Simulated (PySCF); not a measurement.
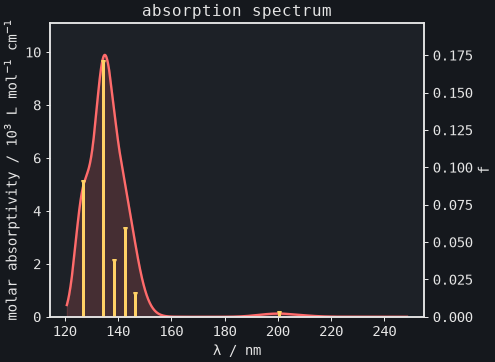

Vertical TDDFT excitations, ωB97X-D/def2-SVPD (IEF-PCM acetonitrile), PySCF, at a PBE0-D3(BJ)/def2-SVP geometry (no frequency check). The lowest 6 singlet states are shown; each is broadened by a Gaussian of 1/e half-width 0.33 eV. Sticks give oscillator strengths (right axis).

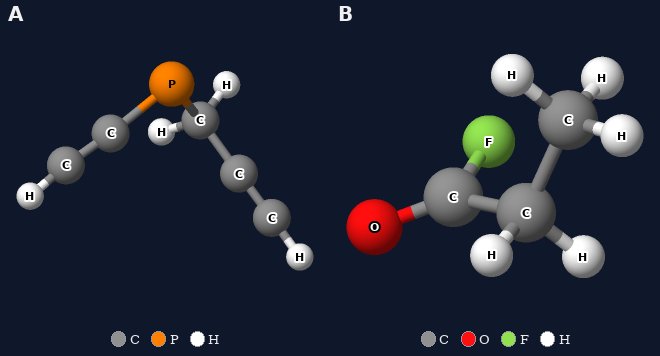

Which molecule gives this spectrum? The candidates are drawn in the second picture. Charge and spin: A −1 singlet; B neutral singlet.

Answer. Structure B, C₃H₅FO (propanoyl fluoride), SMILES CCC(=O)F. Its lowest singlet lies at 6.19 eV (f = 0.002) and the brightest of those computed is S5 at 9.22 eV (135 nm), f = 0.171, mixed, the largest part being HOMO−3 → LUMO (36 %).

Caveats: one conformer of a flexible molecule; core orbitals are frozen in the response.
